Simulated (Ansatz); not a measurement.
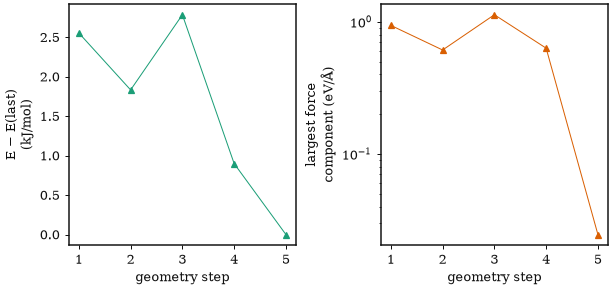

History of a geometry optimisation.

```
crystal:
  periodic: [false, false, false]
  atoms:
    - {symbol: Cl, position_ang: [0.046100, 0.581100, -1.446300]}
    - {symbol: H, position_ang: [0.275400, -0.664000, -1.629900]}
    - {symbol: Br, position_ang: [-0.126600, -0.141700, 2.218800]}
    - {symbol: H, position_ang: [-0.194900, 0.224700, 0.857500]}
basis:
  gaussian: {orbitals: def2-SVP}
hamiltonian: {xc: pbe, dispersion: d4}
relax: {f_tol: 0.03, max_steps: 250}
```

Command:
```bash
ansatz run in.yaml --threads 2 --pin off --events-out ev --progress --plain --max-ram 5222MiB
```

Question: How did it end, and what did it gain?

Answer: The optimisation met its thresholds at geometry 5, counting the start as the first. The energy fell by about 2.6 kJ/mol from the first step to the last, with a rise at step 3. The largest force component goes from about 0.94 eV/Å at the start to 0.025 eV/Å at the end.
